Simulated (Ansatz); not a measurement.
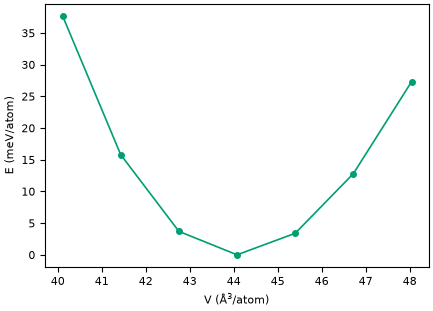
Figure. BaTe (rock salt, Fm-3m) under volume change, the program Ansatz at the PBE level (PAW), scaled uniformly.

**Question.** What does a third-order Birch–Murnaghan fit give for V₀, B₀ and B′?

**Answer.** V₀ = 44.07 Å³/atom, B₀ = 28.6 GPa, B′ = 4.4.

Symmetry was held in the PBE relaxation. Spin–orbit coupling is left out wherever it is not named.

Potentials: the later of the program's two PAW sets.
